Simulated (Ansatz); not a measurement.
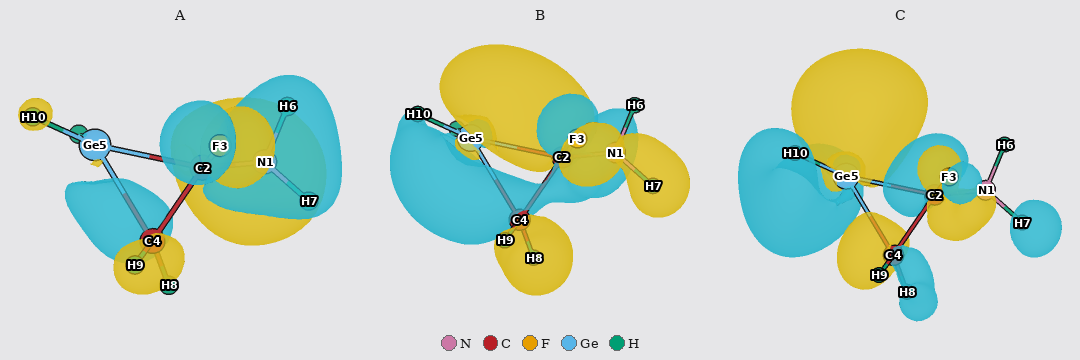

Figure. C2H6FGeN. Three frontier orbitals at ±0.08 Å⁻³ᐟ² (yellow and cyan are the two phases), in no order.

These are results of RKS PBE/def2-SVP (Ansatz), not measurements.

```csv
atom,x (Å),y (Å),z (Å)
N,-1.2189,1.0647,0.1325
C,0.0902,0.5684,0.0587
F,1.1138,1.5307,0.1391
C,0.3614,-0.4885,-0.9953
Ge,0.4792,-1.2002,0.8588
H,-1.3878,1.5973,0.9923
H,-1.4560,1.6512,-0.6818
H,-0.4805,-0.7801,-1.6449
H,1.3289,-0.3833,-1.5138
H,1.9077,-1.5227,1.3282
H,-0.6726,-2.0944,1.3468
```

**Order the three orbitals by energy and name them.**

A is the HOMO−1 (−6.28 eV). It lies mainly on N1 (about 65 %), F3 (about 10 %) and C2 (about 5 %). B is the HOMO (−5.26 eV). It lies mainly on Ge5 (about 35 %), C2 (about 20 %), C4 (about 15 %), F3 (about 10 %) and N1 (about 10 %). C is the LUMO (−0.57 eV). It lies mainly on Ge5 (about 50 %), C2 (about 15 %), C4 (about 10 %), H11 (about 5 %) and H10 (about 5 %).

**What is the HOMO–LUMO gap?**

4.69 eV between the orbital energies.
